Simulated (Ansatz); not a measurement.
The reference is MgTe in the wurtzite structure (space group P6_3mc, No. 186; a = 4.561 Å, c = 7.412 Å). Axes: x lies along a and z along c of the hexagonal cell.

One thing is altered: the cell is stretched by 1.80 % along z with no lateral relaxation, atoms relaxed at fixed cell.

Calculations: PBEsol (Ansatz, a quantum-chemistry and plane-wave program), no SOC.

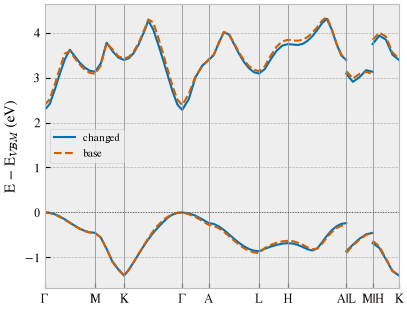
Fig. 1. Highest valence and lowest conduction band along the path, each from its own valence-band maximum

**Question.** From the figure, how large is the changed gap, and is it direct?

**Answer.** About 2.3 eV, direct at Γ.

With Te present, leaving out spin-orbit coupling can change the band edges. The cells carry an imposed strain or load. Stability against distortions was not tested.
